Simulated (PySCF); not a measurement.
```xyz
13

O    -0.0386    0.5967   -1.4633
C     0.0565    0.2983   -0.1221
O     0.4143    1.3703    0.6657
C    -1.3205   -0.1659    0.4085
F    -1.3592   -0.2542    1.7245
F    -2.2353    0.7300    0.0191
F    -1.6537   -1.3413   -0.1093
C     1.1333   -0.8060   -0.0193
F     1.1491   -1.3314    1.1991
F     2.3273   -0.2414   -0.2400
F     0.9613   -1.7735   -0.9002
H    -0.7327    1.2614   -1.5664
H     1.2939    1.6573    0.3859
```

Geometry: PBE0-D3(BJ)/def2-SVP.

Level of theory: PySCF, PBE0/pcSseg-1, SCF density, in a chloroform solvent model, non-relativistic.

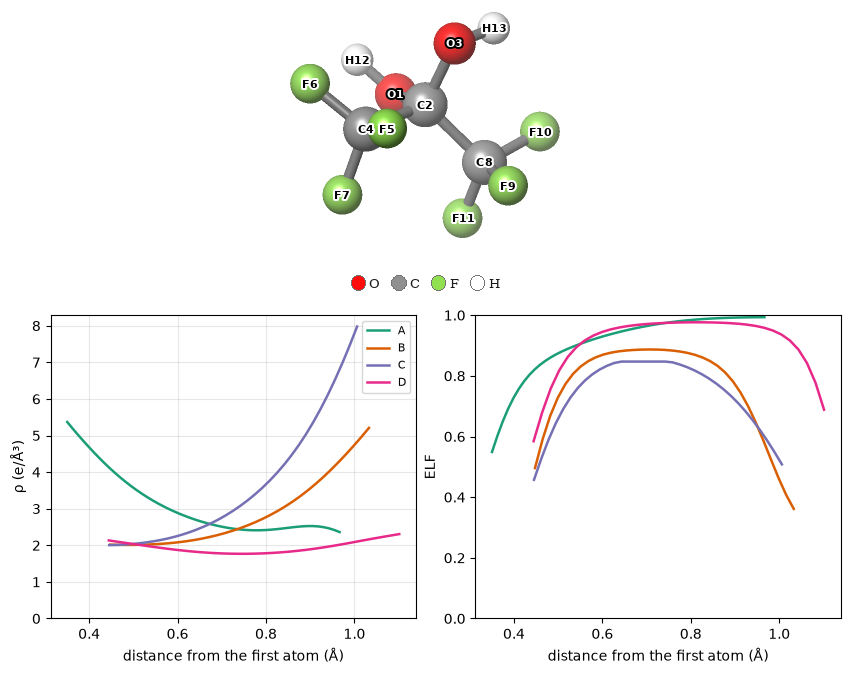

C$_{3}$H$_{2}$F$_{6}$O$_{2}$ ((CF3)2C(OH)2). Total electron density and ELF along straight lines between neighbouring atoms. The curves leave out the atomic cores. The structure is drawn too.

Which curve belongs to which contact (C–C, C–F, C–O and O–H)? The first atom named is at distance zero.

Curve A: O–H (0.97 Å): ρ at the midpoint is about 3.7 e/Å³; the ELF climbs to about 1 towards the hydrogen, as it does in any bond to H (a covalent bond by its length). Curve B: C–O (1.38 Å): ρ is about 2.3 e/Å³ halfway, with its minimum of 2 e/Å³ about 0.5 Å from C; the ELF peaks at about 0.90 between the atoms, as expected for a shared but strongly polarised pair. Curve C: C–F (1.32 Å): the density is about 2.5 e/Å³ at the midpoint; the ELF peaks at about 0.85 between the atoms, as expected for a shared but strongly polarised pair. Curve D: C–C (1.55 Å): ρ at the midpoint is about 1.8 e/Å³; the ELF peaks at about 1 between the atoms: a shared electron pair.
